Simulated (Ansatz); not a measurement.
**CH3BBrFSi: density, localisation and related maps**

Input

```
crystal:
  periodic: [false, false, false]
  atoms:
    - {symbol: C, position_ang: [0.658325, 0.290437, 1.798835]}
    - {symbol: B, position_ang: [0.701648, -0.136167, 3.264069]}
    - {symbol: Br, position_ang: [0.706362, -0.461872, -1.591429]}
    - {symbol: F, position_ang: [0.814394, -1.435940, 3.590764]}
    - {symbol: Si, position_ang: [0.754238, -0.900679, 0.564120]}
    - {symbol: H, position_ang: [0.638807, 0.647979, 4.186125]}
    - {symbol: H, position_ang: [0.566662, 1.347391, 1.526700]}
    - {symbol: H, position_ang: [0.879899, -2.358739, 0.776793]}
basis:
  gaussian: {orbitals: def2-TZVPD}
hamiltonian: {xc: pbe0}
output: {forces: true, orbitals: {seedname: orbitals}}
```

Command:

```sh
ansatz run input.yaml --threads 2 --pin off --max-ram 4350MiB --events-out events.jsonl --progress --plain --runs-dir runs
```

Geometry: r2SCAN-D4/def2-SVP.

Level of theory: isolated molecule in a Gaussian basis; Kohn-Sham density functional theory, functional PBE0 (Ansatz).

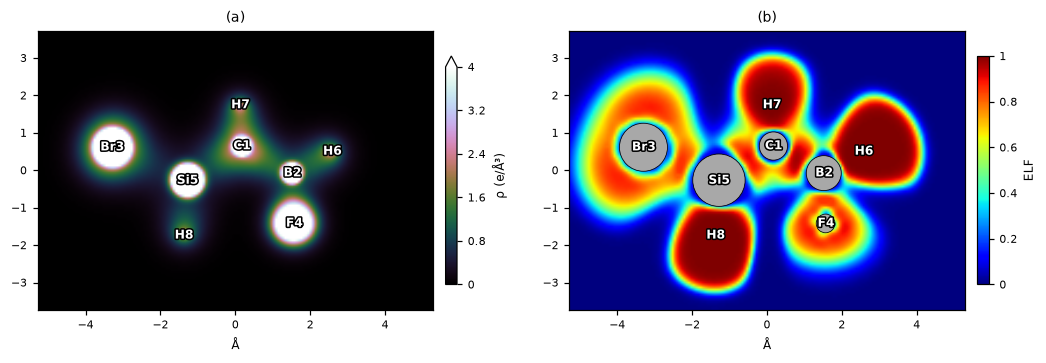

Figure 1. (a) electron density; (b) ELF on the molecular plane. Grey discs cover the atomic cores in the ELF map.

**Describe what can be read from this map.**

Atoms in the plane: C, B, Br, F, Si and H.
B–F (1.34 Å): ρ at the midpoint is about 2.1 e/Å³; the ELF peaks at about 0.85 between the atoms (a polar covalent bond).
C–B (1.53 Å): ρ at the midpoint is about 1.5 e/Å³; the ELF peaks at about 0.95 between the atoms, as expected for localised, covalent bonding.
C–Si (1.72 Å): ρ is about 1.1 e/Å³ halfway; the ELF peaks at about 0.90 between the atoms, as expected for localised, covalent bonding.
Si–Br (2.20 Å): the density is about 0.8 e/Å³ at the midpoint, with its minimum of 0.62 e/Å³ about 0.8 Å from Si; the ELF peaks at about 0.85 between the atoms: a polar covalent bond.
C–H (1.10 Å): ρ is about 1.9 e/Å³ halfway; the ELF climbs to about 1 towards the hydrogen, as it does in any bond to H; a covalent bond by its length.
The ELF also peaks beside F4 and Br3, away from the bonds: lone-pair regions.

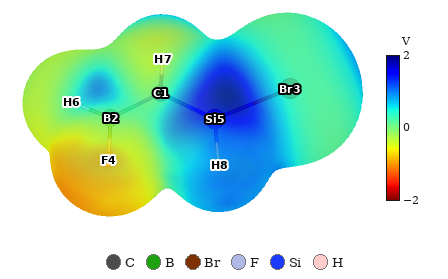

Figure 2. The electrostatic potential painted on the density surface at 0.002 e/bohr³, seen at a tilt; red is negative and blue positive.

**Where is the surface potential most negative and most positive?**

The most negative region (about −1.0 V) lies over F4, the most positive (about +1.9 V) over Si5. Br3 shows a σ-hole: about +0.9 V at the tip opposite its bond, against about +0.2 V on its flanks.

**How polar is the molecule by this calculation?**

Its dipole moment is 2.06 D.

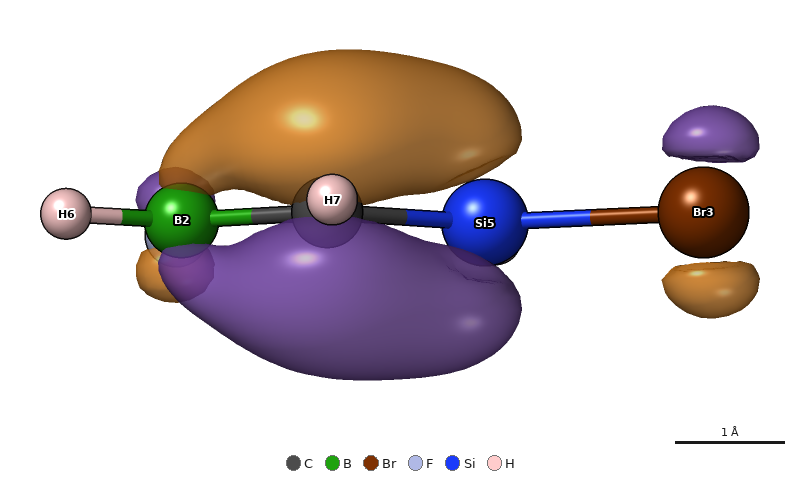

Figure 3. The HOMO at ±0.15 Å⁻³ᐟ² (orange and purple are the two phases), seen from one side.

**What is the character of this orbital?**

By Hirshfeld shares it lies mainly on C1 (about 45 %), Si5 (about 25 %), B2 (about 10 %) and Br3 (about 10 %); it changes sign across the molecular plane (π type); π-bonding across C1–Si5; π-antibonding (a node) across Br3–Si5. Its energy is −7.35 eV.
